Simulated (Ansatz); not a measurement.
**[HO2]− (hydroperoxide(1-)) at 6 levels**

Wanted: a comparison of 6 runs (B3LYP/STO-3G, PBE/STO-3G, UB3LYP/STO-3G, UPBE0/STO-3G, r2SCAN0/STO-3G, CCSDT(Q)/STO-3G) of [HO2]− (hydroperoxide(1-)). 

The calculation is run with Ansatz 0.2.0.

8 further runs of the same task are left out: 8 that didn't finish.

## Step 1: The molecule

[HO2]−: 3 atoms, total charge -1, spin state singlet. SMILES: `[O-]O`. The O2–O1 distance was set to 1.822 Å, away from the relaxed value.

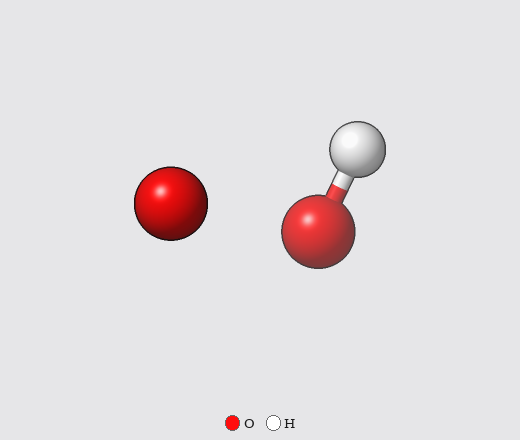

The structure, seen from a chosen angle (oxygen red, hydrogen white).

## Step 2: The energy at B3LYP/STO-3G (run 1)

Input file job.yaml:

```yaml
crystal:
  periodic: [false, false, false]
  atoms:
    - {symbol: O, position_ang: [-0.382684, 1.375706, -0.055663]}
    - {symbol: O, position_ang: [-0.244450, -0.436620, -0.180910]}
    - {symbol: H, position_ang: [0.599490, -0.576670, 0.261620]}
basis:
  gaussian:
    orbitals: STO-3G
accuracy: high
hamiltonian:
  xc: {name: B3LYP}
total_charge: -1
```

On the command line:

```console
$ ansatz run job.yaml --threads 1 --pin off --max-ram 2610MiB --events-out events.jsonl --progress --plain --runs-dir runs
```

Log:

```text
Warning: RAYON_NUM_THREADS=1 ignored (pool sized by the plan → 1); use --threads N
Functional definition: B3LYP
  name "B3LYP"
  parameter a0 = 0.2
  parameter ax = 0.72
  parameter ac = 0.81
  exchange = (1 - a0 - ax)*slater_x + ax*b88_x + a0*exact_x
  correlation = (1 - ac)*vwn_rpa_c + ac*lyp_c
168 factors; integrals over basis functions are off by at most 5.5e-8 eV
mean field evaluation 1: about -4039.7256 eV, gradient 2.6e1 eV
mean field evaluation 2: about -4038.6464 eV, gradient 2.6e1 eV
mean field evaluation 4: about -4042.4181 eV, gradient 2.2e0 eV
mean field evaluation 8: about -4042.4337 eV, gradient 1.4e-1 eV
mean field evaluation 16: about -4042.4338 eV, gradient 3.8e-7 eV
mean field -4042.43380293 eV, -148.5567021975 hartree, gradient 3.4e-9 eV, S^2 0.000000; 0 other end points of the search recorded, 0 dependent functions left out
reference -4042.43381991 eV, -148.5567028217 hartree; 9, 9 occupied and 2, 2 virtual orbitals, 168 factors
Total energy: -4042.43381991 eV, -148.5567028217 hartree
```

Run time: 0.48 s. Hardware: 1 thread of Arm Neoverse V1, shared host.

## Step 3: The energy at PBE/STO-3G (run 2)

Input file molecule.yaml:

```yaml
basis:
  gaussian:
    orbitals: STO-3G
crystal:
  periodic: [false, false, false]
  atoms:
    - symbol: O
      position_ang: [-0.382684, 1.375706, -0.055663]
    - symbol: O
      position_ang: [-0.244450, -0.436620, -0.180910]
    - symbol: H
      position_ang: [0.599490, -0.576670, 0.261620]
total_charge: -1
magnetization:
  spin_polarized: false
  initial_magnetization: 0
hamiltonian:
  xc: pbe
accuracy: high
```

On the command line:

```console
$ ansatz run molecule.yaml --threads 1 --pin off --max-ram 2610MiB --events-out events.jsonl --progress --plain --runs-dir runs
```

Log:

```text
Warning: RAYON_NUM_THREADS=1 ignored (pool sized by the plan → 1); use --threads N
Functional definition: PBE
  name "PBE"
  parameter kappa = 0.804
  parameter beta = 0.06672455060314922
  exchange = pbe_x(kappa = kappa, mu = beta*pi^2/3)
  correlation = pbe_c(beta = beta)
168 factors; integrals over basis functions are off by at most 5.5e-8 eV
mean field evaluation 1: about -4035.4431 eV, gradient 2.8e1 eV
mean field evaluation 2: about -3944.6896 eV, gradient 6.1e1 eV
mean field evaluation 4: about -4020.3909 eV, gradient 5.9e1 eV
mean field evaluation 8: about -4038.1227 eV, gradient 1.4e-1 eV
mean field evaluation 16: about -4027.6163 eV, gradient 1.3e1 eV
mean field -4038.12280547 eV, -148.3982759629 hartree, gradient 3.1e-8 eV, S^2 0.000000; 0 other end points of the search recorded, 0 dependent functions left out
reference -4038.12280650 eV, -148.3982760009 hartree; 9, 9 occupied and 2, 2 virtual orbitals, 168 factors
Total energy: -4038.12280650 eV, -148.3982760009 hartree
```

Wall time 0.46 s (1 thread of Arm Neoverse V1, shared host).

Runs 3 to 5 aren't shown in full; the table further down has their settings and results.

## Step 4: The energy at CCSDT(Q)/STO-3G (run 6)

Input file input.yaml:

```yaml
crystal:
  periodic: [false, false, false]
  atoms:
    - {symbol: O, position_ang: [-0.382684, 1.375706, -0.055663]}
    - {symbol: O, position_ang: [-0.244450, -0.436620, -0.180910]}
    - {symbol: H, position_ang: [0.599490, -0.576670, 0.261620]}
basis:
  gaussian:
    orbitals: STO-3G
total_charge: -1
correlation:
  method: ccsdt_q
  frozen_orbitals: {H: 0, O: 1}
accuracy: high
scf:
  omitted_lower_state_checks: [cluster_reference, increment]
```

On the command line:

```console
$ ansatz run input.yaml --threads 1 --pin off --max-ram 2610MiB --events-out events.jsonl --progress --plain --runs-dir runs
```

Log:

```text
Warning: RAYON_NUM_THREADS=1 ignored (pool sized by the plan → 1); use --threads N
[... 13 lines left out ...]
2 core orbitals not correlated: weight in the atoms' cores, before any rotation towards them, 1.000 or more for the frozen orbitals, at most 0.000 for the correlated occupied ones
[... 36 lines left out ...]
Total energy: -4026.07459324 eV, -147.9555123300 hartree
Checks for a lower state left out: cluster_reference, increment
```

Run time: 0.16 s. Hardware: 1 thread of Arm Neoverse V1, shared host.

## Step 5: All runs side by side

```
run            level  frozen core orbitals  energy (Eh)  wall time
  1     B3LYP/STO-3G                     –  -148.556703     0.48 s
  2       PBE/STO-3G                     –  -148.398276     0.46 s
  3    UB3LYP/STO-3G                     –  -148.559929      2.3 s
  4     UPBE0/STO-3G                     –  -148.424377        2 s
  5   r2SCAN0/STO-3G                     –  -148.495968      1.1 s
  6  CCSDT(Q)/STO-3G                     2  -147.955512     0.16 s
```

## Step 6: Outcome

| quantity | value |
| --- | --- |
| run 6: total energy | -147.95551 Eh |
| run 6: correlation energy (2 core orbitals frozen) | -83.8 mEh |
| run 6: T1 diagnostic | 0.024 |

In words: Totals of different functionals can't be ranked against each other. In run 6 the log says that unrestricted orbitals would lower the reference, so the values rest on an unstable closed-shell determinant (other closed-shell runs at this shape may share the fault). In runs 1, 2, 3, 4, 5, 6 the basis is minimal, so the values are rough. Spin contamination of the reference: run 4 ⟨S²⟩ = 0.40, run 3 ⟨S²⟩ = 0.35. All runs together took 6.6 s, the longest 2.3 s.
